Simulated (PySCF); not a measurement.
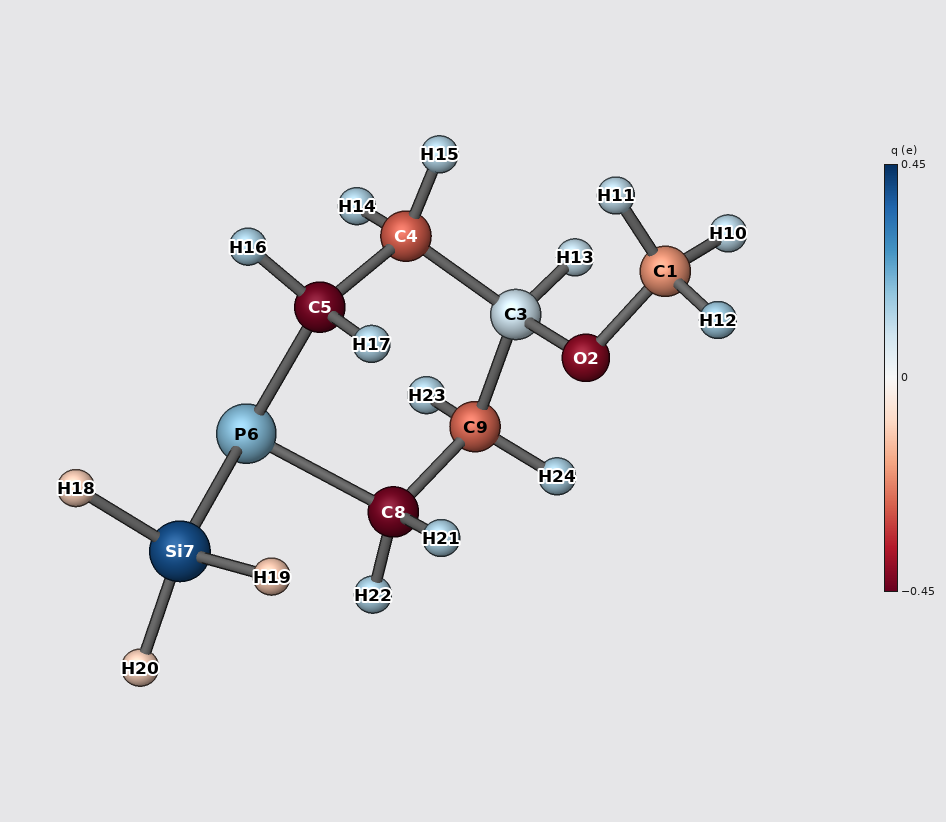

Atoms are coloured by their IAO charges. The computed structure is the end point of a GFN2-xTB optimisation. No frequency run is at hand to confirm it as a minimum. Method: PBE0/pcSseg-1, gas phase (PySCF 2.14.0).

### Which atom carries the highest charge (most positive or least negative)?

Si7 (0.40 e).

### And the lowest?

C5, C8 (−0.43 e).

Give the IAO charges atom by atom.

```tsv
atom	value (e)
C1	−0.20
O2	−0.40
C3	0.09
C4	−0.27
C5	−0.43
P6	0.19
Si7	0.40
C8	−0.43
C9	−0.26
H10	0.12
H11	0.12
H12	0.16
H13	0.11
H14	0.14
H15	0.13
H16	0.15
H17	0.14
H18	−0.11
H19	−0.12
H20	−0.10
H21	0.14
H22	0.15
H23	0.14
H24	0.14
```

The geometry is semi-empirical. Around P, Si such bond lengths and angles can be off by a tenth of an ångström or more and by several degrees, and values that hang on the shape move with them.
